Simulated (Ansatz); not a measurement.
NiSi₂ (fluorite type, space group Fm-3m)

```cif
data_Ni4Si8
_chemical_formula_sum 'Ni4 Si8'
_space_group_name_H-M_alt 'Fm-3m'
_space_group_IT_number 225
_space_group_name_Hall '-F 4 2 3'
_cell_length_a 5.44406
_cell_length_b 5.44406
_cell_length_c 5.44406
_cell_angle_alpha 90.000
_cell_angle_beta 90.000
_cell_angle_gamma 90.000
loop_
_atom_site_label
_atom_site_type_symbol
_atom_site_symmetry_multiplicity
_atom_site_Wyckoff_symbol
_atom_site_fract_x
_atom_site_fract_y
_atom_site_fract_z
_atom_site_occupancy
Ni1 Ni 4 a 0.00000 0.00000 0.00000 1
Si1 Si 8 c 0.25000 0.25000 0.25000 1
```
(The calculation used a cell of 3 atoms; values per cell refer to that cell.)

E(V) scan at fixed shape, V₀ the volume above. Symmetry pins the atoms to their sites.

Method: PBE (plane waves to 420 eV, PAW, scalar-relativistic; Ansatz, a program for electronic structure). k mesh 15×15×15 (Γ-centred), Fermi-Dirac smearing 0.05 eV. E stands for the smeared free energy. NiSi2 is run without spin polarisation. NiSi2 was relaxed with its symmetry unable to fall. The PAW data are Ansatz's earlier set. ΔE is measured from the relaxed starting cell.

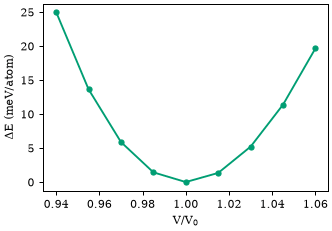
Figure: ΔE (meV/atom) against V/V₀; one marker a computed point.

What bulk modulus B₀ follows from a third-order Birch-Murnaghan fit?

About 150 GPa.

What is ΔE at V/V₀ = 1.060?

About 20 meV/atom.

(Under strain, the slope of the energy per volume gives the stress and its curvature an elastic modulus.)
